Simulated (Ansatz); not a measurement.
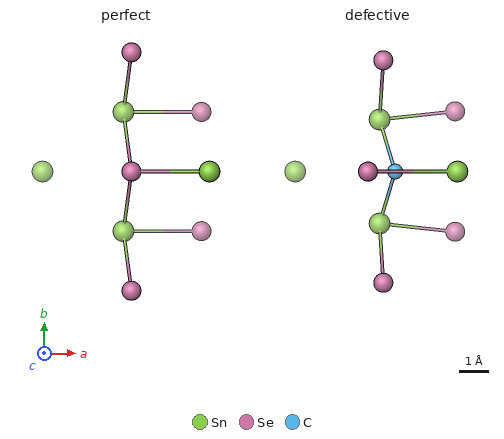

Left: perfect SnSe. Right: the same region with one point defect, after relaxing the atoms in a supercell of 32 sites. A ball-and-stick model of the atoms within 4.6 Å of one point, in a slice 4.2 Å thick across the line of sight, seen along the c axis.

Level of theory: Ansatz 0.2.0, DFT PBE, scalar-relativistic, plane waves, PAW. Settings: plane-wave cutoff 420 eV; k-point mesh 2 × 2 × 2; occupations gaussian; smearing width 0.01 eV; no spin polarisation. The cell is small and the k-mesh coarse, so the numbers are rough. The axes drawn are those of the host's conventional cell.

Q: What kind of defect was made?

A: An extra carbon atom is put between the host's atoms (an interstitial).

The charge state of the cell is 0.

Q: How does the lattice respond?

A: The C atom starts with 4 Se at 2.44 to 2.70 Å, 3 Sn at 2.50 to 2.61 Å around its place and ends with 1 Se at 1.88 Å. Of the host's atoms, a selenium atom moves furthest from its site, by 1.36 Å. The C atom itself moves 1.98 Å from where it was put. Relaxing the atoms from the host's sites lowers the energy by 2.74 eV. At a tolerance of 0.02 Å the relaxed supercell has space group Cm.

Limits of the set-up: layers or molecules are held without a dispersion correction, so their spacing is unreliable.
